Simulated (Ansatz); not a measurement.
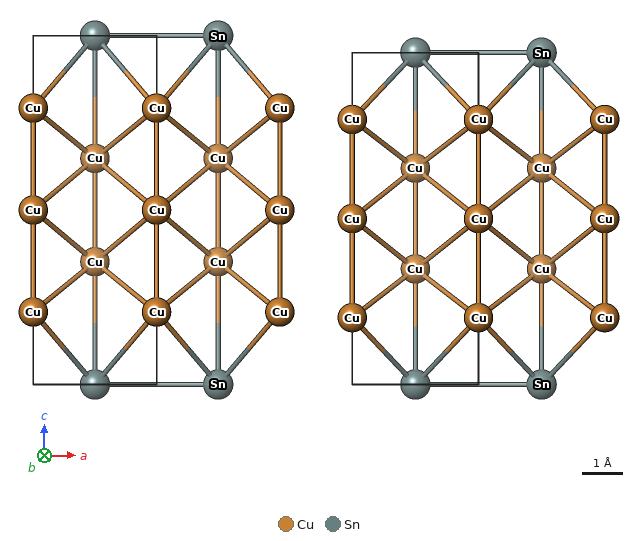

Two geometries of a crystal of Cu$_{5}$Sn (a generated structure, set up in P4/mmm), drawn at one scale. One is the start of a relaxation, the other its converged end. The picture is a ball-and-stick view of the cell of the calculation, repeated 2 × 1 × 1 with one cell outlined, seen along the b axis.

The calculation used Ansatz, DFT PBE, scalar-relativistic, plane waves, PAW. Set-up: plane-wave cutoff 420 eV; k-point mesh 12 × 12 × 6; occupations gaussian; smearing width 0.1 eV; no spin polarisation; cell and atoms relaxed; force threshold 0.01 eV/Å; at most 80 steps.

Which geometry has the lower energy?

Answer. The left one is the relaxed one. The largest moves relative to the cell, 0.057 Å, are those of Cu atoms. Sn stays in place. The volume changes by +0.3 %, with a = b 3.179 → 3.105 Å (−2.3 %), c 8.357 → 8.786 Å (+5.1 %). Among the contacts that change: Cu–Sn 2.910 → 3.092 Å, Sn–Sn 3.179 → 3.105 Å, Cu–Cu 2.495 → 2.566 Å, Cu–Cu 2.537 → 2.603 Å. The space group stays P4/mmm (No. 123). Over 4 accepted moves (5 points after the start) the energy falls by 26.6 meV per cell of the calculation. The largest force component goes from 0.019 to 0.008 eV/Å. The pressure goes from 0.11 to −0.01 GPa. The SCF was repeated once at an unchanged geometry on a basis and grid sized afresh for the cell, which shifted the energy by less than 0.05 meV per cell of the calculation at most.
